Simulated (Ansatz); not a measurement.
# Calculations on CH$_{6}$FPSi

### Relaxation

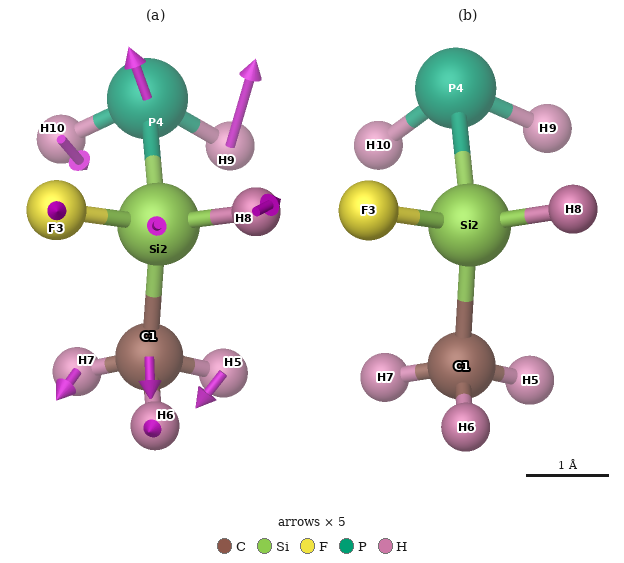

The structure of CH6FPSi before (left) and after (right) a relaxation, at one scale. The purple arrows give the displacements, 5 times their true length.

Style: ball-and-stick. Shown from a free direction.

The run prepares an end point of a later path (hydrogen shift) calculation, from a guessed geometry.

The calculation used UKS B3LYP-D4/def2-SVP in Ansatz.

Input
```yaml
crystal:
  periodic: [false, false, false]
  atoms:
    - { symbol: C, position_ang: [0.0461, 1.2336, 0.0775] }
    - { symbol: Si, position_ang: [-0.3563, -0.4056, 0.7301] }
    - { symbol: F, position_ang: [0.5048, -0.6312, 2.0294] }
    - { symbol: P, position_ang: [0.2815, -1.9179, -0.7802] }
    - { symbol: H, position_ang: [-0.5785, 1.4722, -0.8594] }
    - { symbol: H, position_ang: [-0.2595, 2.0672, 0.7955] }
    - { symbol: H, position_ang: [1.0838, 1.4019, -0.1776] }
    - { symbol: H, position_ang: [-1.75, -0.5398, 1.0628] }
    - { symbol: H, position_ang: [-0.3966, -1.2939, -1.851] }
    - { symbol: H, position_ang: [1.5078, -1.4377, -1.0243] }
magnetization:
  spin_polarized: true
basis:
  gaussian: { orbitals: def2-SVP }
hamiltonian:
  xc: b3lyp
  dispersion: d4
relax:
  f_tol: 0.02
  max_steps: 50
```

Command:
```bash
ansatz run input.yaml --threads 2 --pin off --max-ram 3072MiB --backend cpu --events-out ev --progress --plain --runs-dir out
```

> Describe what moved and what it gained.

Over 8 accepted moves (10 points after the start) the energy falls by 9.10 kcal/mol. The largest force component goes from 2.8 to 0.0074 eV/Å. The line search rejected the trial steps at points 4, 8 of the run. The forces were under the threshold at step 6, but the run went on from there. The largest move after the best rigid fit is that of H9, 0.24 Å. Largest moves by element: H 0.24 Å, P 0.14 Å, C 0.11 Å, Si 0.06 Å, F 0.06 Å. Among the contacts that change: P4–H10 1.339 → 1.431 Å, Si2–F3 1.575 → 1.636 Å, C1–Si2 1.810 → 1.870 Å, Si2–H8 1.439 → 1.491 Å. Among the angles between lasting bonds that change: C1–Si2–P4 107.8° → 115.0°, H5–C1–H6 102.4° → 108.2°, Si2–C1–H7 116.1° → 111.0°.

### Relaxation

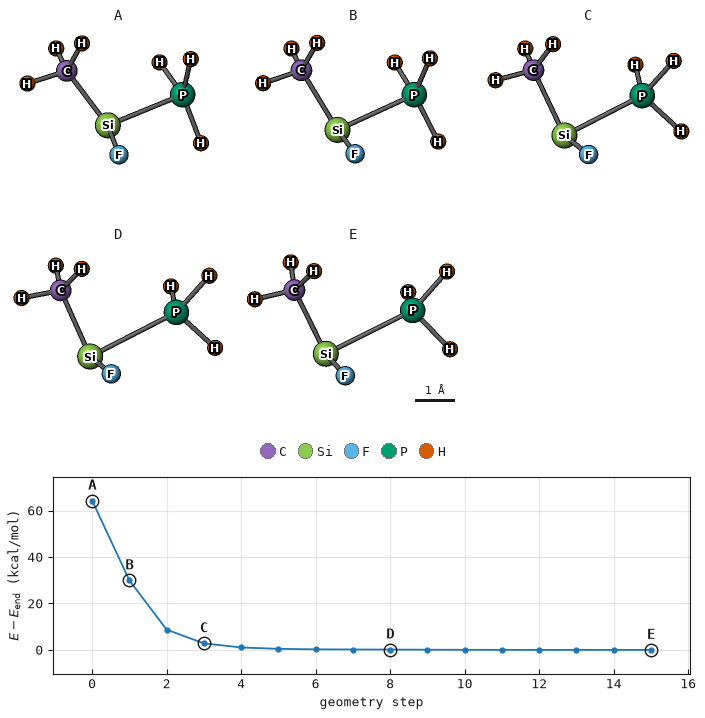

Frames of a relaxation of CH₆FPSi, marked on the history of the run. A ball-and-stick model, seen at a tilt.

The run prepares an end point of a later path (hydrogen shift) calculation, from a guessed geometry.

All numbers below come from UKS B3LYP-D4/def2-SVP in Ansatz 0.2.0.

Input
```yaml
crystal:
  periodic: [false, false, false]
  atoms:
    - { symbol: C, position_ang: [0.0461, 1.2336, 0.0775] }
    - { symbol: Si, position_ang: [-0.3563, -0.4056, 0.7301] }
    - { symbol: F, position_ang: [0.5048, -0.6312, 2.0294] }
    - { symbol: P, position_ang: [0.2815, -1.9179, -0.7802] }
    - { symbol: H, position_ang: [-0.5785, 1.4722, -0.8594] }
    - { symbol: H, position_ang: [-0.2595, 2.0672, 0.7955] }
    - { symbol: H, position_ang: [1.0838, 1.4019, -0.1776] }
    - { symbol: H, position_ang: [-0.32654, -2.98566, -0.10925] }
    - { symbol: H, position_ang: [-0.3966, -1.2939, -1.851] }
    - { symbol: H, position_ang: [1.5078, -1.4377, -1.0243] }
magnetization:
  spin_polarized: true
basis:
  gaussian: { orbitals: def2-SVP }
hamiltonian:
  xc: b3lyp
  dispersion: d4
relax:
  f_tol: 0.02
  max_steps: 50
```

Launched with:
```bash
ansatz run input.yaml --threads 2 --pin off --max-ram 3072MiB --backend cpu --events-out ev --progress --plain --runs-dir out
```

Describe the path.

Answer. After 15 geometry steps the energy has fallen by 64.3 kcal/mol. The largest force component goes from 6 to 0.012 eV/Å. H10 moves most after the best rigid fit: 0.71 Å. By element the largest moves are H 0.71 Å, Si 0.51 Å, F 0.24 Å, C 0.21 Å, P 0.16 Å. Among the contacts that change: Si2–P4 2.230 → 2.598 Å, C1–Si2 1.810 → 1.927 Å, P4–H10 1.339 → 1.433 Å, Si2–F3 1.575 → 1.662 Å. Among the angles between lasting bonds that change: H8–P4–H10 139.3° → 97.6°, Si2–P4–H10 98.2° → 139.6°, H8–P4–H9 119.4° → 97.7°. The run took 62 s on 2 threads of Intel(R) Xeon(R) Platinum 8259CL CPU @ 2.50GHz (Skylake/Cascade Lake), on a shared host, peak memory 0.31 GiB. From step 0 to 1: Si2 moves most (0.19 Å), energy −34.3 kcal/mol. From step 1 to 3: H8 moves most (0.34 Å), energy −27.1 kcal/mol. From step 3 to 8: H10 moves most (0.26 Å), energy −2.67 kcal/mol. From step 8 to 15: H10 moves most (0.21 Å), energy −0.16 kcal/mol.

### Path

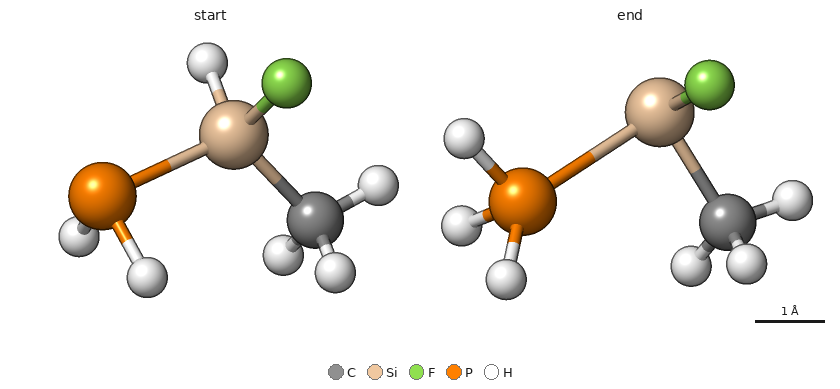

The two relaxed end points of a path for CH6FPSi. A ball-and-stick model, seen at a tilt.

Level of theory: UKS B3LYP-D4/def2-SVP in Ansatz 0.2.0.

Run with 7 movable images; climbing image; force threshold 0.05 eV/Å; iteration limit 40.

Start:
```xyz
10

C     0.0415    1.3418    0.0892
Si   -0.3270   -0.3942    0.6794
F     0.4837   -0.6303    2.0802
P     0.3131   -2.0471   -0.7416
H    -0.5089    1.5586   -0.8408
H    -0.2611    2.0816    0.8485
H     1.1172    1.4713   -0.1100
H    -1.7807   -0.5686    0.9626
H    -0.4878   -1.5069   -1.7991
H     1.4931   -1.3573   -1.1655
```

End:
```xyz
10

C     0.1525    1.6798    0.1763
Si   -0.8534    0.3019    1.0726
F     0.2253   -0.0825    2.2776
P    -0.0933   -1.5626   -0.5689
H    -0.1990    1.8441   -0.8575
H    -0.0272    2.6226    0.7251
H     1.2413    1.5085    0.1660
H    -0.4697   -2.8262   -0.0440
H    -0.9774   -1.5461   -1.6799
H     1.0839   -1.9906   -1.2645
```

### Predict the minimum-energy path and its barrier.

Forward barrier 305.6 kJ/mol, backward barrier 140.5 kJ/mol, with image 5 at the top; the reaction energy is +165.2 kJ/mol. A hydrogen atom shifts from one atom to another. Breaking: Si2–H8 (1.49 → 1.93 at the top → 3.34 Å). Forming: P4–H8 (3.08 → 1.60 at the top → 1.42 Å). The band is converged. At the top, the vibrational analysis gives one imaginary mode (1121i cm⁻¹), as a transition state must have.

Energies of the converged images:

```json
{"image": "0", "path (Å)": "0.00", "E (kJ/mol)": "0.0"}
{"image": "1", "path (Å)": "0.55", "E (kJ/mol)": "3.7"}
{"image": "2", "path (Å)": "1.10", "E (kJ/mol)": "25.2"}
{"image": "3", "path (Å)": "1.66", "E (kJ/mol)": "86.0"}
{"image": "4", "path (Å)": "2.21", "E (kJ/mol)": "210.1"}
{"image": "5", "path (Å)": "2.76", "E (kJ/mol)": "305.6"}
{"image": "6", "path (Å)": "3.41", "E (kJ/mol)": "213.8"}
{"image": "7", "path (Å)": "4.06", "E (kJ/mol)": "168.9"}
{"image": "8", "path (Å)": "4.72", "E (kJ/mol)": "165.2"}
```

The geometry at the top of the path:

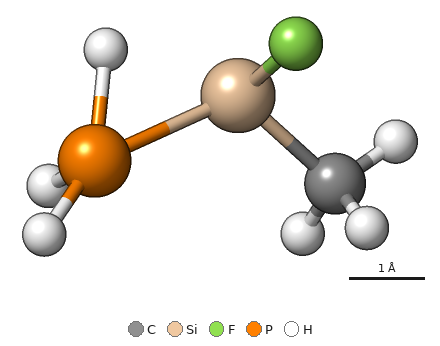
